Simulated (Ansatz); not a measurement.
fcc Cu, treated with rVV10 in Ansatz (PAW).

Numerical settings: plane-wave cutoff 520 eV, 26×26×26 k mesh, Fermi–Dirac smearing 0.05 eV, no spin polarisation, scalar-relativistic PAW data made under PBE.

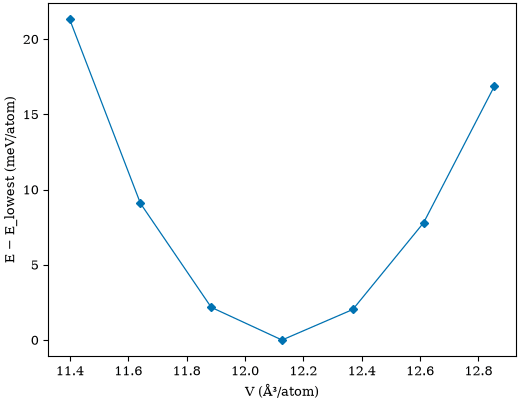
Figure. Total energy against volume

### Question
From the curve, estimate the equilibrium volume and the bulk modulus.

### Answer
V0 ≈ 12.1 Å³/atom and B0 ≈ 140 GPa; the fit gives V0 = 12.126 Å³/atom, B0 = 139 GPa, B′ = 4.9.

Measured, for comparison: bulk modulus 144 GPa (0 K value with the zero-point phonon effect removed, our sources range from 140 to 145; as tabulated in Mejia-Rodriguez and Trickey (2018), arXiv:1807.09216); equilibrium volume per atom 11.62 Å³/atom (low-temperature or extrapolated to 0 K; zero-point anharmonic expansion removed; as tabulated in Csonka et al. (2009), arXiv:0903.4037). Computed (rounded) less measured: bulk modulus -3 % (-0.7 % to -4 % over the range), equilibrium volume per atom +4.4 %.

Static lattice: no zero-point or thermal effects.

Ansatz is a program for electronic structure.
